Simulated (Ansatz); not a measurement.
**Geometry relaxation, with input and output: SiH5ClF2 (part 2 of 2)**

SiH5ClF2; RKS PBE-D4/def2-SVP (Ansatz 0.2.0). The input holds or restrains some coordinates. It belongs to a series of runs on one base structure; here: pulled along the bonds that form and break, towards end A.

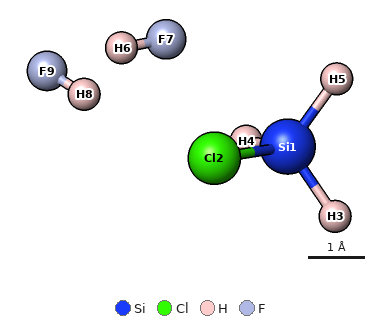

**Figure 1.** The geometry at step 12 of the log (ball-and-stick view, seen at a tilt; atoms are numbered from 1 in the order of the input).

Trajectory as extended XYZ, continued
```
9
Properties=species:S:1:pos:R:3:forces:R:3 step=6 energy=-25890.08607
Si   -0.1691    1.2288   -1.0002   -0.6210   0.2373   0.3469
Cl    1.3611   -0.2686   -1.0686   -0.2773  -0.5748   0.7428
H    -0.7636    0.7848   -2.3213    0.3165   0.7964  -0.1739
H    -1.4638    1.5976   -0.2325    0.6591  -0.6836  -0.0151
H     0.7676    2.2949   -0.4627   -0.2135   0.2343  -0.7970
H    -0.6335   -0.8757    1.4279   -0.0282  -0.1478   0.1319
F    -1.2976   -0.2094    1.3428    0.4026  -0.2889  -0.0501
H     1.3234   -2.1149    0.7843    0.3234   0.3472  -0.6511
F     0.8756   -2.4376    1.5303   -0.5615   0.0798   0.4656
9
Properties=species:S:1:pos:R:3:forces:R:3 step=7 energy=-25890.50642
Si   -0.1740    1.2429   -1.0118   -0.2826   0.3964  -0.1194
Cl    1.2928   -0.3027   -0.9895   -0.3146  -0.3108   0.5334
H    -0.7267    0.9564   -2.4064    0.3300   0.5737   0.2210
H    -1.4296    1.4771   -0.1714    0.5664  -0.4777  -0.1129
H     0.7429    2.3982   -0.6167   -0.3420  -0.1014  -0.5783
H    -0.6652   -0.9018    1.4773    0.6899  -0.8352   0.1845
F    -1.2796   -0.2219    1.3476   -0.3688   0.3788  -0.0273
H     1.3754   -2.2026    0.8197    0.3642   0.3694  -0.7147
F     0.8641   -2.4456    1.5510   -0.6426   0.0069   0.6139
9
Properties=species:S:1:pos:R:3:forces:R:3 step=8 energy=-25890.76693
Si   -0.1929    1.2834   -1.0360   -0.0793   0.2497  -0.2386
Cl    1.1832   -0.3309   -0.9098   -0.2528  -0.1024   0.2977
H    -0.6824    1.1437   -2.4608    0.1659   0.2359   0.1426
H    -1.4147    1.4003   -0.1598    0.3522  -0.2364  -0.1122
H     0.6956    2.4726   -0.7544   -0.1645  -0.0722  -0.2145
H    -0.6070   -0.9501    1.4710    0.7979  -1.0039   0.2410
F    -1.1954   -0.2565    1.3255   -0.5719   0.5626   0.0084
H     1.3407   -2.2342    0.8923    0.4064   0.3882  -0.7755
F     0.8730   -2.5284    1.6319   -0.6540  -0.0216   0.6511
9
Properties=species:S:1:pos:R:3:forces:R:3 step=9 energy=-25890.83555
Si   -0.2113    1.3244   -1.0765    0.3249  -0.2062  -0.2790
Cl    1.0651   -0.3666   -0.8372   -0.1877   0.2290  -0.0708
H    -0.6253    1.3042   -2.5197    0.0039  -0.0325   0.0043
H    -1.4003    1.3373   -0.1943   -0.0862  -0.0319   0.0274
H     0.6489    2.5227   -0.8432    0.0759   0.0780   0.0818
H    -0.6527   -1.0354    1.5648    0.3024  -0.2851   0.0137
F    -1.0818   -0.2396    1.3214   -0.1454  -0.0727   0.2750
H     1.3790   -2.2768    0.9365    0.5391   0.5005  -0.9388
F     0.8785   -2.5703    1.6482   -0.8271  -0.1791   0.8864
9
Properties=species:S:1:pos:R:3:forces:R:3 step=10 energy=-25890.86590
Si   -0.2102    1.2910   -1.0817    0.0285  -0.0873  -0.3239
Cl    1.0836   -0.3838   -0.9189   -0.1122   0.0925   0.0647
H    -0.5509    1.3338   -2.5457    0.0614   0.0610   0.0178
H    -1.4699    1.1794   -0.2954    0.0513  -0.0316  -0.0389
H     0.5781    2.5118   -0.7117    0.0188  -0.0536   0.0791
H    -0.5766   -0.9428    1.5974    0.7306  -1.2786   0.2283
F    -0.9836   -0.1381    1.4279   -0.5344   0.9323   0.0593
H     1.3054   -2.2495    0.9152    0.5674   0.5561  -0.9732
F     0.8242   -2.6019    1.6130   -0.8114  -0.1907   0.8868
9
Properties=species:S:1:pos:R:3:forces:R:3 step=11 energy=-25890.92372
Si   -0.2367    1.2560   -1.1183    0.1122   0.1224  -0.1339
Cl    1.0673   -0.4110   -0.9949   -0.1239   0.0050   0.0186
H    -0.4748    1.4437   -2.6031    0.0665   0.0119   0.2332
H    -1.5404    1.0366   -0.4082    0.1732  -0.0203  -0.1596
H     0.5301    2.4411   -0.5645   -0.1993  -0.2376  -0.0588
H    -0.5426   -0.8955    1.6607    0.5698  -1.1970   0.1603
F    -0.8567   -0.0426    1.5172   -0.3651   0.9310   0.0451
H     1.2458   -2.2259    0.8975    0.4813   0.5388  -0.9308
F     0.8080   -2.6025    1.6135   -0.7147  -0.1541   0.8259
9
Properties=species:S:1:pos:R:3:forces:R:3 step=12 energy=-25890.97383
Si   -0.2418    1.2090   -1.1306   -0.0146   0.2065   0.0123
Cl    1.0672   -0.4596   -1.0731   -0.1314   0.0699   0.0362
H    -0.4006    1.5298   -2.6087    0.0686  -0.0530   0.3165
H    -1.5852    0.8833   -0.5211    0.3047   0.0195  -0.1954
H     0.4411    2.3776   -0.4247   -0.2152  -0.4050  -0.1719
H    -0.5075   -0.8087    1.7108    0.4605  -1.1072   0.0782
F    -0.7493    0.0748    1.6009   -0.2404   0.8747   0.0147
H     1.2145   -2.2333    0.8592    0.4143   0.4628  -0.8374
F     0.7616   -2.5731    1.5871   -0.6465  -0.0681   0.7468
9
Properties=species:S:1:pos:R:3:forces:R:3 step=13 energy=-25891.02201
Si   -0.2524    1.1615   -1.1333    0.0671   0.0058   0.0479
Cl    1.0627   -0.5048   -1.1691   -0.1311   0.0641   0.0811
H    -0.3416    1.6229   -2.5690    0.0268  -0.0603   0.1541
H    -1.6022    0.7481   -0.6262    0.1233   0.0038  -0.1124
H     0.3713    2.2459   -0.2914   -0.0839  -0.1727  -0.0862
H    -0.4395   -0.7118    1.7285    0.4841  -1.3026   0.0888
F    -0.6938    0.1683    1.6473   -0.2794   1.0441  -0.0535
H     1.1605   -2.1988    0.8344    0.4924   0.5048  -1.0356
F     0.7352   -2.5314    1.5786   -0.6992  -0.0870   0.9158
9
Properties=species:S:1:pos:R:3:forces:R:3 step=14 energy=-25891.04483
Si   -0.2683    1.1179   -1.1377    0.1685  -0.0678   0.0159
Cl    1.0740   -0.5234   -1.2476   -0.1439   0.0396   0.1398
H    -0.2704    1.6938   -2.5282   -0.0062  -0.0239   0.0677
H    -1.6382    0.6325   -0.7833    0.0449  -0.0208  -0.0075
H     0.2743    2.1234   -0.1665   -0.0448  -0.0711  -0.0601
H    -0.3864   -0.6311    1.8132    0.4289  -1.3832   0.1165
F    -0.5807    0.2598    1.7014   -0.2510   1.0940  -0.1575
H     1.0870   -2.1846    0.7842    0.4648   0.5078  -1.1411
F     0.7088   -2.4885    1.5643   -0.6611  -0.0746   1.0263
9
Properties=species:S:1:pos:R:3:forces:R:3 step=15 energy=-25891.06573 accepted=F
Si   -0.2468    1.0921   -1.1480   -0.0056  -0.1786   0.0187
Cl    1.1114   -0.5319   -1.3402   -0.1155   0.0961   0.1899
H    -0.2557    1.7594   -2.4994    0.0191  -0.0512   0.0961
H    -1.5973    0.5081   -0.8500    0.0921   0.0946  -0.0288
H     0.2313    2.0497   -0.0961    0.0044  -0.0976  -0.1121
H    -0.2951   -0.5513    1.9659    0.0967  -0.1278  -0.1500
F    -0.6235    0.2903    1.6970    0.0791  -0.2052   0.0803
H     0.9566   -2.1819    0.7008    0.0542   0.2084  -0.3540
F     0.7193   -2.4345    1.5699   -0.2246   0.2613   0.2599
9
Properties=species:S:1:pos:R:3:forces:R:3 step=16 energy=-25891.06629
Si   -0.2573    1.1002   -1.1375    0.1396  -0.1147  -0.0244
Cl    1.1056   -0.5195   -1.3013   -0.1474   0.0122   0.1859
H    -0.2683    1.7155   -2.5079   -0.0108  -0.0034   0.0229
H    -1.6164    0.5772   -0.7991    0.0321  -0.0106  -0.0044
H     0.2723    2.0811   -0.1408   -0.0181  -0.0265  -0.0139
H    -0.3449   -0.5977    1.8824    0.4007  -0.9800   0.1083
F    -0.6224    0.2655    1.6967   -0.2152   0.6674  -0.1522
H     1.0046   -2.1695    0.7351    0.2288   0.3493  -0.8197
F     0.7269   -2.4528    1.5723   -0.4098   0.1064   0.6975
9
Properties=species:S:1:pos:R:3:forces:R:3 step=17 energy=-25891.04845
Si   -0.2465    1.0920   -1.1461    0.0764  -0.2172   0.0356
Cl    1.1366   -0.5105   -1.3123   -0.1239   0.0554   0.1491
H    -0.2863    1.7279   -2.5052    0.0314  -0.0041   0.0056
H    -1.5847    0.5216   -0.8077   -0.0156   0.0078  -0.0191
H     0.2478    2.0603   -0.1233    0.0285   0.0236  -0.0221
H    -0.3133   -0.5589    1.9405    0.5447  -1.4109   0.2353
F    -0.6113    0.2735    1.6960   -0.3830   1.0962  -0.2942
H     0.9840   -2.1591    0.7219    0.4090   0.5245  -1.2662
F     0.6737   -2.4469    1.5361   -0.5677  -0.0754   1.1759
```

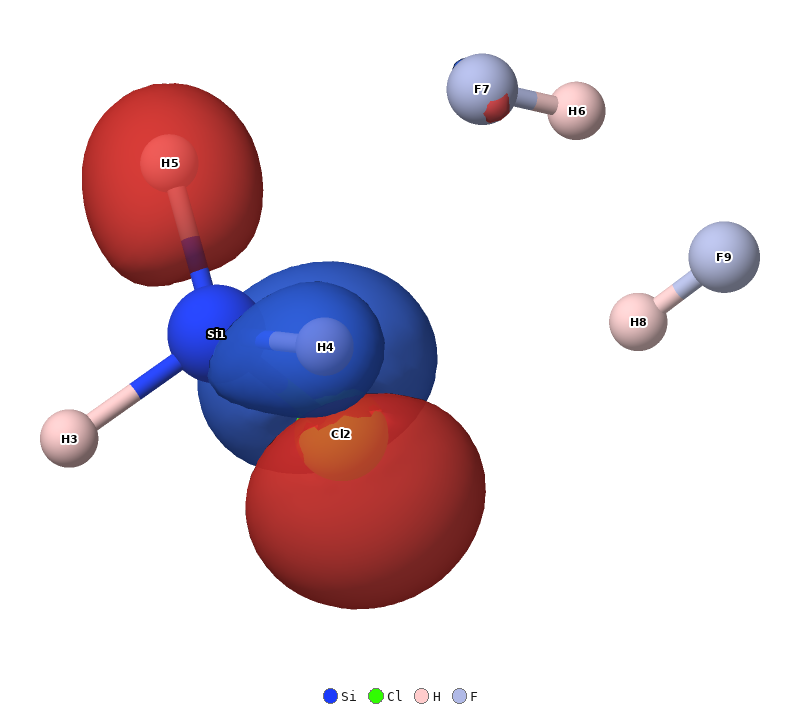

**Figure 2.** One frontier orbital at ±0.15 Å⁻³ᐟ² (blue and red are the two phases), seen at an oblique angle. The HOMO, at −7.63 eV.

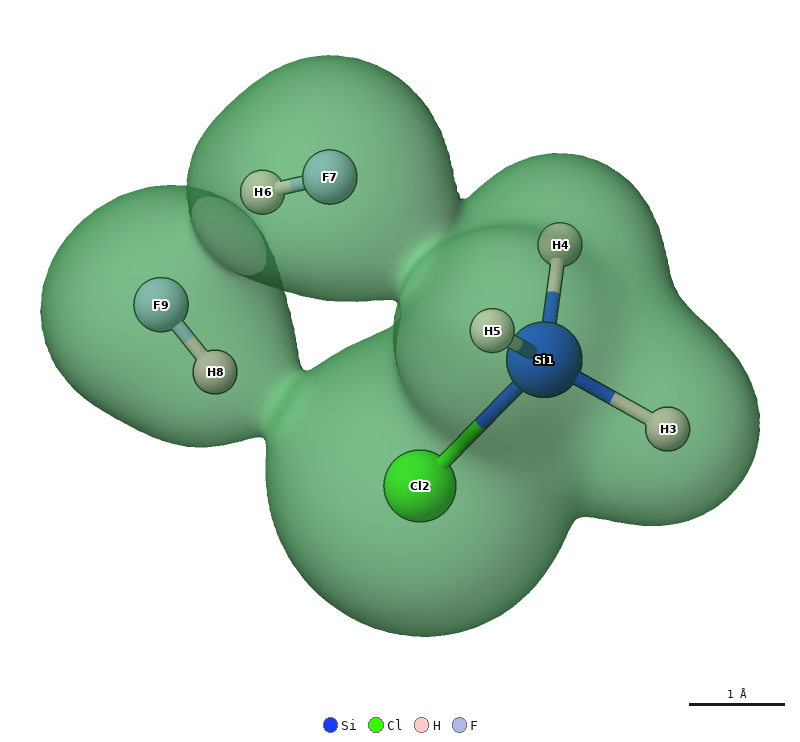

**Figure 3.** Isosurface of the electron density at 0.05 e/Å³ (green), seen at a tilt. At this value the surface is in one piece. On the grid the lowest density along these lines, outside the cores, is 0.07 e/Å³ (Si···F, 2.98 Å), 0.56 e/Å³ (Si–Cl, 2.12 Å), 2.4 e/Å³ (F–H, 0.92 Å) and 0.78 e/Å³ (Si–H, 1.49 Å).

The run was set up as follows.

Input
```yaml
crystal:
  periodic: [false, false, false]
  atoms:
    - { symbol: Si, position_ang: [-0.3893, 1.0918, -0.6713] }
    - { symbol: Cl, position_ang: [1.4691, -0.557, -0.8825] }
    - { symbol: H, position_ang: [-0.7167, 0.4609, -1.9356] }
    - { symbol: H, position_ang: [-1.5995, 1.8451, -0.3181] }
    - { symbol: H, position_ang: [0.7142, 1.903, -0.1962] }
    - { symbol: H, position_ang: [-0.2925, -1.06, 1.2812] }
    - { symbol: F, position_ang: [-0.8658, -0.0966, 0.8622] }
    - { symbol: H, position_ang: [1.1776, -1.6396, 0.4591] }
    - { symbol: F, position_ang: [0.503, -1.9477, 1.4011] }
basis:
  gaussian: { orbitals: def2-SVP }
hamiltonian:
  xc: pbe
  dispersion: d4
relax:
  f_tol: 0.15
  max_steps: 25
  restrain:
    - { distance: [0, 6], at: 2.98, k: 30.0 }
    - { distance: [5, 8], at: 2.18, k: 30.0 }
    - { distance: [7, 1], at: 2.63, k: 30.0 }
    - { distance: [0, 1], at: 2.13, k: 30.0 }
    - { distance: [5, 6], at: 0.88, k: 30.0 }
    - { distance: [7, 8], at: 0.88, k: 30.0 }
output:
  orbitals: {}
```

Command:
```bash
ansatz run input.yaml --threads 2 --pin off --max-ram 3072MiB --backend cpu --events-out ev --progress --plain --runs-dir out
```

Key numbers

```tsv
quantity	value
outcome	converged under the restraints of the input
total energy	−25891.0485 eV
mean-field energy	−25890.9177 eV
largest force (length of the vector) at the end, held atoms and coordinates included	1.531 eV/Å
hardware	2 threads of Arm Neoverse V1, 24 GiB of memory available, shared host
wall time	26 s (CPU time 49 s)
peak memory	0.12 GiB
```
